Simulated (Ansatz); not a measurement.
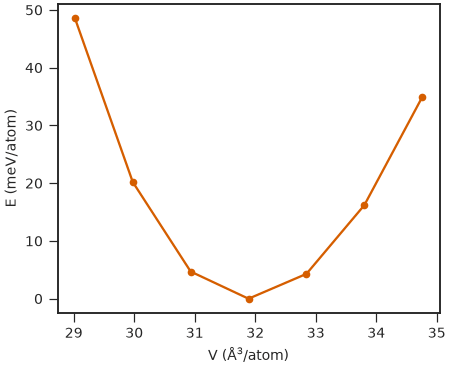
Figure: Bi (fcc (Cu type), space group No. 225) under volume change, the program Ansatz at the PBE level (PAW), scaled uniformly.

Problem. What does a third-order Birch–Murnaghan fit give for V₀, B₀ and B′?

Solution. V₀ = 31.88 Å³/atom, B₀ = 50.9 GPa, B′ = 4.6.

Space group Fm-3m (fcc (Cu type)). The start of the workflow was typed in or built on a structure type; neither database checked (COD, Materials Project) lists it. It is not the phase usual at ambient conditions (space group No. 166). The cell was relaxed with PBE under the symmetry of its start; its stability against distortions is not shown here. Spin–orbit coupling is left out wherever it is not named.

Potentials: the earlier of the program's two PAW sets.
